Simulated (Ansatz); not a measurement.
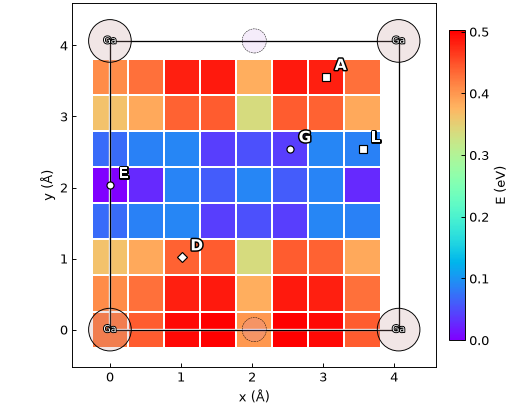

Ag on a GaAs(100) slab cut from the F-43m phase, its upper half relaxed before the scan (4 atoms of substrate and one adsorbate in a 1 × 1 cell). 
- Ag is moved over the surface cell; relaxed at each place: the height of the adsorbate's atoms and the top layer of the substrate; the origin of the map has the adsorbate above Ga4.
- Places are given modulo a cell vector. The map is drawn in real space over the plane of the surface.
- The grid has 8 × 8 points; 27 points were computed and 37 follow by symmetry.
- All energies are given in eV relative to the lowest grid point.
- The relaxed height changes by up to 1.0 Å between neighbouring points. With one adsorbate in each 1 × 1 cell, its nearest image is 4.1 Å away, so neighbouring adsorbates interact.
- Method: DFT PBE, scalar-relativistic, plane waves, PAW (Ansatz 0.2.0). Settings: cutoff 420 eV, k-mesh 7×7×1, gaussian smearing 0.05 eV, spin-polarised.

Drawn: one coloured cell a grid point, labelled circles for the atoms of the top layer and small ones for the second layer, the outline of one cell of the plane, lettered points.

Is G the lowest point of the computed grid?

Answer. No. G lies 0.041 eV above the lowest grid point, which is at a bridge site between two Ga atoms, (0/8, 4/8) of the cell vectors.

Rank the lettered points by energy, lowest first.

Answer. E (0.000 eV), G (0.041 eV), L (0.085 eV), D (0.439 eV), A (0.481 eV).

PAW datasets: the set soft_1.
